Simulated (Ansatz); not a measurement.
## Electronic structure of AlAsH4O2···H2 in real space

Input file:

```
crystal:
  periodic: [false, false, false]
  atoms:
    - {symbol: Al, position_ang: [-0.190589, 0.222408, 0.226381]}
    - {symbol: H, position_ang: [-0.284791, -1.435088, -1.910588]}
    - {symbol: O, position_ang: [-0.346607, 1.643766, -0.684942]}
    - {symbol: O, position_ang: [-1.493379, -0.751372, 0.704855]}
    - {symbol: H, position_ang: [-0.005819, -0.831236, -2.256198]}
    - {symbol: As, position_ang: [2.026003, -0.448756, 0.895147]}
    - {symbol: H, position_ang: [-1.163324, 1.999826, -1.028733]}
    - {symbol: H, position_ang: [-2.410850, -0.606798, 0.482893]}
    - {symbol: H, position_ang: [2.354520, 0.987297, 1.280321]}
    - {symbol: H, position_ang: [1.514836, -0.780047, 2.290665]}
basis:
  gaussian: {orbitals: def2-TZVPP}
hamiltonian: {xc: pbe0, dispersion: d4}
output: {orbitals: {seedname: orbitals}}
```

Command:

```sh
ansatz run in.yaml --threads 8 --pin off --events-out ev --progress --plain --max-ram 19148MiB
```

The product side of a reaction path; geometry: PBE0-D4/def2-TZVP.

The calculation used Ansatz 0.2.0, RKS PBE0-D4/def2-TZVPP.

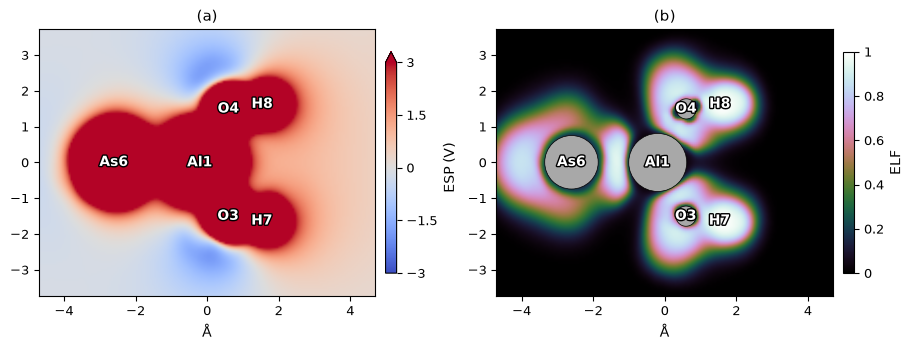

Figure 1. (a) electrostatic potential; (b) ELF on the plane of atoms O3, Al1 and O4. Grey discs cover the atomic cores in the ELF map.

> Read the bonding off the picture.

The section cuts through Al, O, As and H sites. Al–O (1.70 Å): the ELF peaks at about 0.85 in the valence shell of O, 0.6 Å from its nucleus, and is about 0.45 at the midpoint. Al–As (2.41 Å): the ELF peaks at about 0.95 between the atoms, as expected for localised, covalent bonding. O–H (0.95 Å): the ELF climbs to about 1 towards the hydrogen, as it does in any bond to H; an ordinary covalent bond to hydrogen. The ELF also peaks beside O3, As6 and O4, away from the bonds: lone-pair regions. Outside the dense part of the complex the potential is most negative (−1.9 V) near O3 and O4.

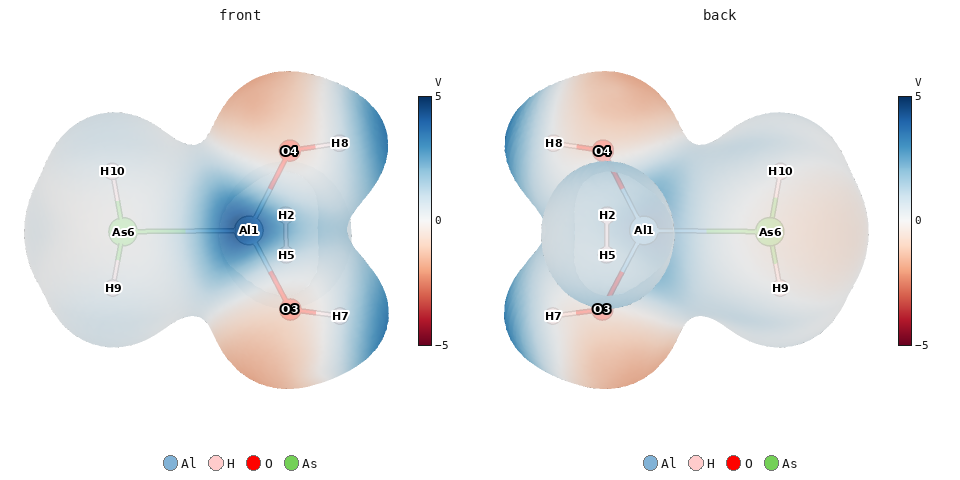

Figure 2. The molecular electrostatic potential painted on the density surface at 0.004 e/bohr³, seen from the front and from behind; red is negative and blue positive.

> Which sites attract a positive test charge, and which a negative one?

A positive charge is drawn to the negative regions and a negative charge to the positive ones. The most negative region (about −1.7 V) lies over O3 and O4, the most positive (about +4.1 V) over Al1.

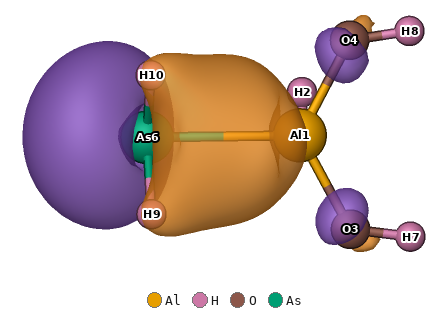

Figure 3. The HOMO at ±0.1 Å⁻³ᐟ² (orange and purple are the two phases), seen at a tilt.

> Where does this orbital lie, and at what energy?

It lies mainly on As6 (about 70 %) and Al1 (about 15 %). Its energy is −7.27 eV.
